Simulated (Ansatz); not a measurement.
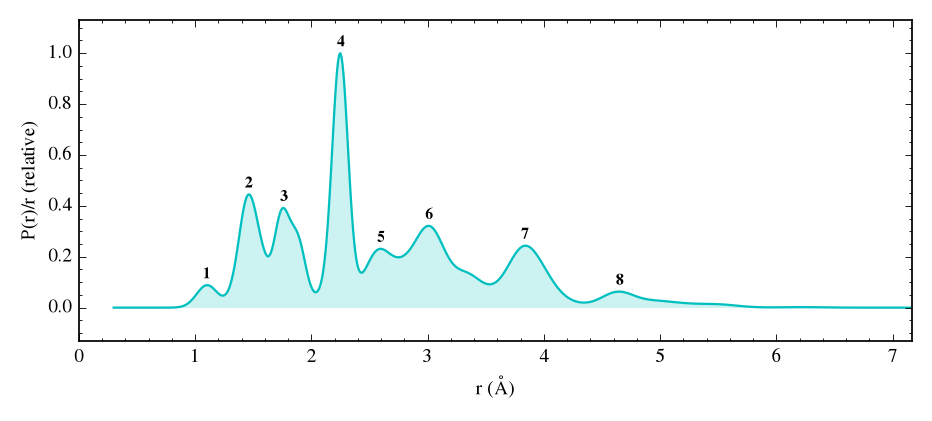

Simulated gas electron diffraction: radial distribution curve of C₂H₁₀OSi₃. Each pair of atoms contributes with weight ZᵢZⱼ/r; damping constant 0.001 Å²; vibrational amplitudes assumed, not computed: 0.05 Å for bonds, 0.078 Å for bonds to H, 0.06 + 0.015 r up to 0.15 Å for other pairs. The geometry is the end point of an optimisation (Ansatz, RKS PBE0-D4/STO-3G); it may be a saddle point or a higher isomer.

Question: Assign the numbered peaks of the radial distribution curve (– bonded, ··· not bonded).

Answer: Peak 1, 1.10 Å: C–H 1.10–1.11 Å (×4)
Peak 2, 1.46 Å: Si–H 1.44–1.45 Å (×6), O–C 1.46 Å, C–C 1.57 Å, not resolved
Peak 3, 1.76 Å: Si–O 1.75 Å, Si–C 1.89 Å, not resolved
Peak 4, 2.25 Å: Si–Si 2.24–2.26 Å (×2)
Peak 5, 2.60 Å: Si···H 2.49–2.53 Å (×2), O···C 2.54 Å, Si···C 2.61 Å, not resolved
Peak 6, 3.01 Å: Si···C 2.79–2.98 Å (×2), Si···H 2.93–3.16 Å (×9), Si···O 3.01 Å, not resolved; in its flanks Si···O 3.34 Å
Peak 7, 3.84 Å: Si···H 3.57–4.06 Å (×6), Si···Si 3.81 Å, Si···C 3.98 Å, not resolved
Peak 8, 4.65 Å: C···H 4.60–4.67 Å (×2), Si···C 4.64 Å, Si···H 4.92–4.93 Å (×2), not resolved; in its flanks Si···H 5.04–5.48 Å, C···H 5.16–5.64 Å
